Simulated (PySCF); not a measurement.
# C8H4Al (SMILES C#[C][Al-]([C]#C)([C]#C)[C]#C) (charge −1): what the fields show

```json
{"atom": "Al", "x (Å)": "-0.0038", "y (Å)": "-0.0047", "z (Å)": "0.0014"}
{"atom": "C", "x (Å)": "0.0032", "y (Å)": "-0.0126", "z (Å)": "1.9767"}
{"atom": "C", "x (Å)": "0.0137", "y (Å)": "-0.0181", "z (Å)": "3.2010"}
{"atom": "H", "x (Å)": "0.0216", "y (Å)": "-0.0232", "z (Å)": "4.2756"}
{"atom": "C", "x (Å)": "1.8563", "y (Å)": "-0.0095", "z (Å)": "-0.6606"}
{"atom": "C", "x (Å)": "3.0106", "y (Å)": "-0.0131", "z (Å)": "-1.0686"}
{"atom": "H", "x (Å)": "4.0242", "y (Å)": "-0.0172", "z (Å)": "-1.4257"}
{"atom": "C", "x (Å)": "-0.9272", "y (Å)": "1.6173", "z (Å)": "-0.6466"}
{"atom": "C", "x (Å)": "-1.4955", "y (Å)": "2.6250", "z (Å)": "-1.0474"}
{"atom": "H", "x (Å)": "-1.9943", "y (Å)": "3.5100", "z (Å)": "-1.3979"}
{"atom": "C", "x (Å)": "-0.9411", "y (Å)": "-1.6108", "z (Å)": "-0.6650"}
{"atom": "C", "x (Å)": "-1.5171", "y (Å)": "-2.6087", "z (Å)": "-1.0791"}
{"atom": "H", "x (Å)": "-2.0199", "y (Å)": "-3.4865", "z (Å)": "-1.4417"}
```

Geometry: PBE0-D3(BJ)/def2-SVP.

Computed with PySCF, PBE0/pcSseg-1 Al:pcSseg-2, SCF density, gas phase, non-relativistic.

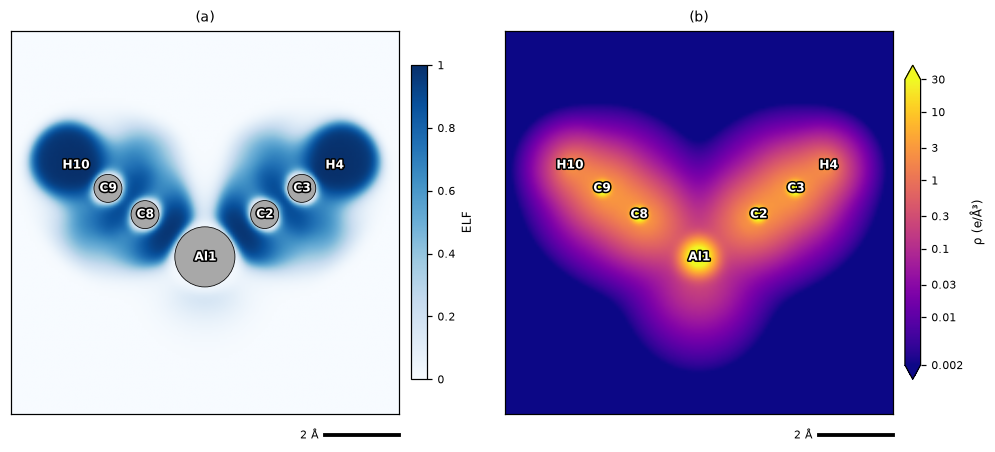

Figure 1. (a) electron localisation function; (b) electron density on the plane of atoms C2, Al1 and C8. Grey discs cover the atomic cores in the ELF map.

**Read the bonding off the picture.**

The plane passes through Al, C and H nuclei. C–C (1.22 Å): ρ at the midpoint is about 2.7 e/Å³; the ELF peaks at about 0.90 between the atoms: a short, multiple covalent bond. C–Al (1.98 Å): ρ at the midpoint is about 0.67 e/Å³; the ELF peaks at about 1 between the atoms, as expected for a shared but strongly polarised pair. C–H (1.07 Å): the density is about 2 e/Å³ at the midpoint; the ELF climbs to about 1 towards the hydrogen, as it does in any bond to H (an ordinary covalent bond to hydrogen).

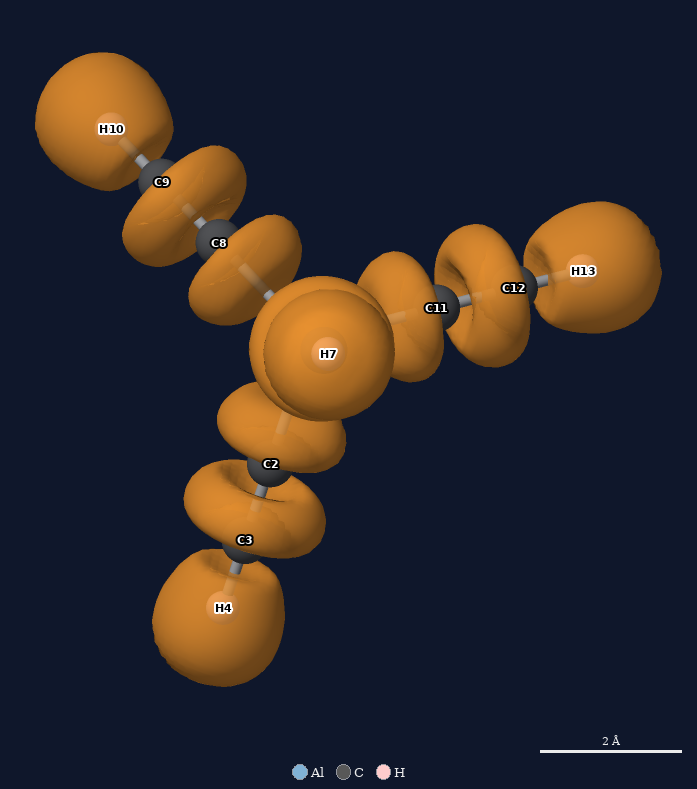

Figure 2. Isosurface of the electron localisation function at 0.75 (orange), seen at a tilt. Only the valence region is drawn (cores and ρ < 0.01 e/Å³ removed).

**Where are the electrons localised?**

At this value the surface marks out four regions between bonded C–C atoms (shared pairs), four regions around hydrogen nuclei and four lobes of the valence shell of C pointing towards Al (polar bonds). Profiles from the grid: C–Al (1.97 Å): the ELF peaks at about 1 between the atoms, as expected for a polar covalent bond.
